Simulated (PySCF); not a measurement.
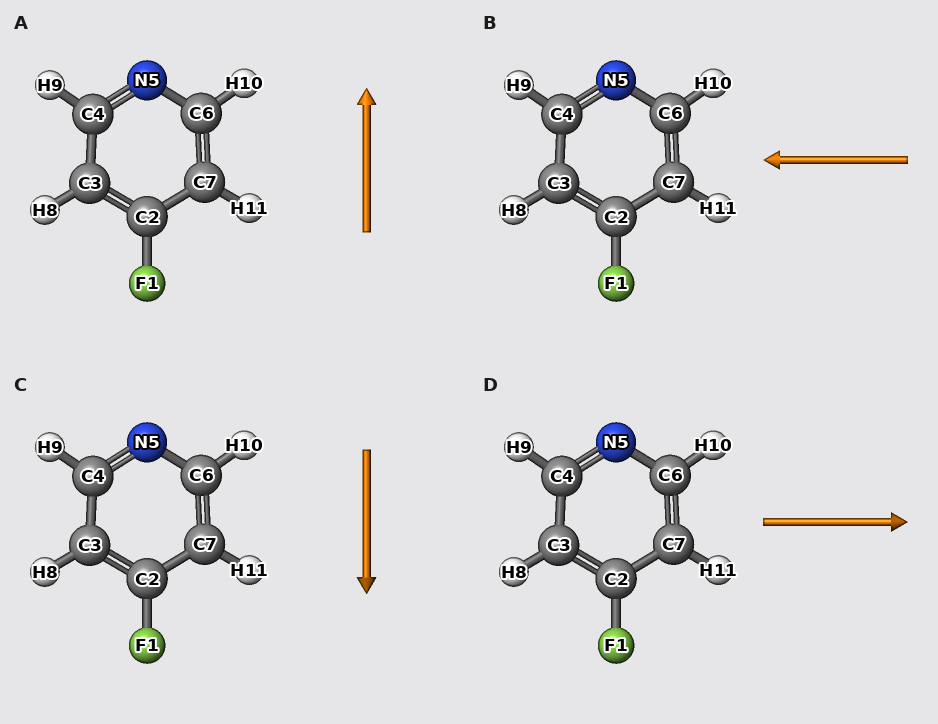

The same molecule four times, each with an arrow. Computed geometry: GFN2-xTB optimisation. No frequency run is at hand to confirm it as a minimum. Method: B3LYP/def2-SVPD, gas phase (PySCF 2.14.0).

Which arrow points along the dipole moment, from the negative to the positive end?

Answer. C. The dipole moment is 0.62 D; it points from the side of N5, H9, H10 to the side of F1 (the outermost atoms at the two ends).
